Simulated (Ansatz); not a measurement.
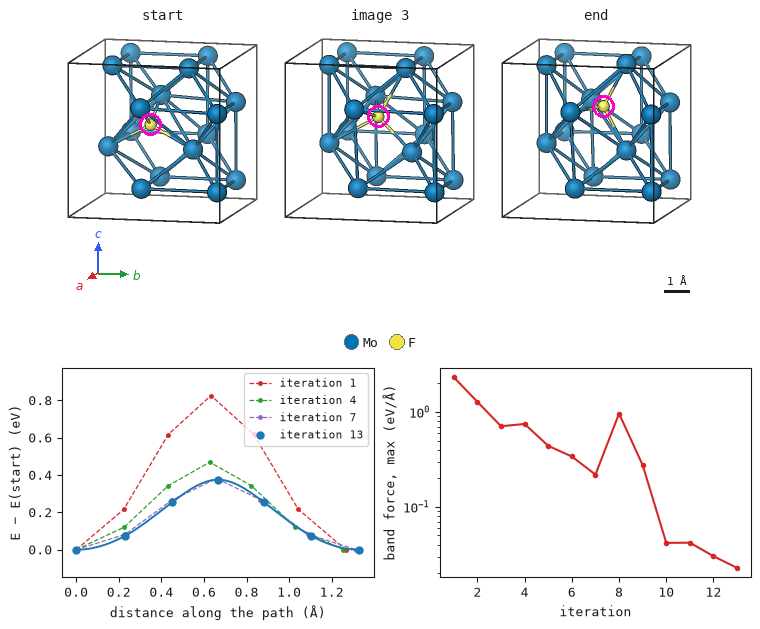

NEB run on Mo with an interstitial F (17 atoms in the cell). Images are numbered from 0 (start) to 6 (end). The plot follows the band through its iterations. Style: ball-and-stick. Shown: the simulation cell (origin moved), slightly off an axis. The moving atom is ringed, with any periodic copies. Bonds to atoms that aren't drawn are left out.

The calculation used Ansatz 0.2.0, DFT PBE-D3(BJ), scalar-relativistic, plane waves, PAW.

Input
```yaml
crystal:
  lattice:
    - [6.3, 0.0, 0.0]
    - [0.0, 6.3, 0.0]
    - [0.0, 0.0, 6.3]
  atoms:
    - { symbol: Mo, position: [0.00362695, 0.00037558, -0.00371913] }
    - { symbol: Mo, position: [0.49488731, 0.00037593, -0.00377403] }
    - { symbol: Mo, position: [0.00147013, 0.50040007, -0.00032837] }
    - { symbol: Mo, position: [0.0006439, 0.00044064, 0.50380423] }
    - { symbol: Mo, position: [0.24920583, 0.24904326, 0.24758803] }
    - { symbol: Mo, position: [0.49713557, 0.5003873, -0.00026415] }
    - { symbol: Mo, position: [0.49794099, 0.00044233, 0.50377431] }
    - { symbol: Mo, position: [0.74921664, 0.22033671, 0.22530335] }
    - { symbol: Mo, position: [0.02940887, 0.50042734, 0.52611573] }
    - { symbol: Mo, position: [0.24919649, 0.75171358, 0.24760447] }
    - { symbol: Mo, position: [0.24930528, 0.24604372, 0.75510671] }
    - { symbol: Mo, position: [0.46948291, 0.50045182, 0.52590156] }
    - { symbol: Mo, position: [0.74920668, 0.78023772, 0.22548425] }
    - { symbol: Mo, position: [0.74928077, 0.24822817, 0.75166306] }
    - { symbol: Mo, position: [0.24930731, 0.75477518, 0.75514919] }
    - { symbol: Mo, position: [0.74928034, 0.75253432, 0.75164855] }
    - { symbol: F, position: [0.74953542, 0.50021613, 0.37567714] }
basis:
  ecutwfc: 420.0
kpoints:
  mp_grid: { grid: [3, 3, 3] }
hamiltonian:
  xc: pbe
  dispersion: d3bj
scf:
  occupations: { method: fermi_dirac, width: 0.1 }
  lower_state_search: "off"
neb:
  images: 5
  f_tol: 0.03
  initial_path: idpp
  max_iterations: 38
  optimiser: lbfgs
  spring: 2.0
  final_atoms:
    - { symbol: Mo, position: [0.00449397, 0.00455689, 0.00035718] }
    - { symbol: Mo, position: [0.49563623, 0.00455536, 0.00035713] }
    - { symbol: Mo, position: [0.00145508, 0.49728825, 0.00036617] }
    - { symbol: Mo, position: [0.0021538, 0.00134637, 0.50036026] }
    - { symbol: Mo, position: [0.25006431, 0.24600064, 0.24594429] }
    - { symbol: Mo, position: [0.49867455, 0.49728805, 0.00036528] }
    - { symbol: Mo, position: [0.49797699, 0.00134257, 0.50035887] }
    - { symbol: Mo, position: [0.7500632, 0.24921463, 0.2482729] }
    - { symbol: Mo, position: [0.03021701, 0.47498951, 0.50038404] }
    - { symbol: Mo, position: [0.25006451, 0.75326375, 0.24898293] }
    - { symbol: Mo, position: [0.25006453, 0.2459902, 0.75479275] }
    - { symbol: Mo, position: [0.46990345, 0.474985, 0.50038563] }
    - { symbol: Mo, position: [0.75006743, 0.77561048, 0.22016989] }
    - { symbol: Mo, position: [0.75006452, 0.24920701, 0.75246668] }
    - { symbol: Mo, position: [0.25006522, 0.75326777, 0.75175501] }
    - { symbol: Mo, position: [0.75006533, 0.77552062, 0.78048036] }
    - { symbol: F, position: [0.75005747, 0.62528402, 0.5002928] }
  order_check: true
```

Command:
```bash
ansatz run input.yaml --threads 4 --pin off --max-ram 10240MiB --backend cpu --events-out ev --progress --plain --runs-dir out
```

**Judge this run.**

The result is final at these settings. The band converged in 13 iterations. The largest component of the band force went from 2.3 to 0.023 eV/Å. The climbing image converged on the top of the path. A check of its curvatures found one unstable direction (−6.5 eV/Å²), as a transition state must have. The first iteration put the highest image at 0.83 eV. The barrier is about 0.38 eV in both directions, with image 3 at the top; the ends have the same energy.

Limits of the set-up: the cell has an odd number of electrons but was run without spin polarisation; the periodic images lie only 6.3 Å apart, so the values are limited by the cell's size.
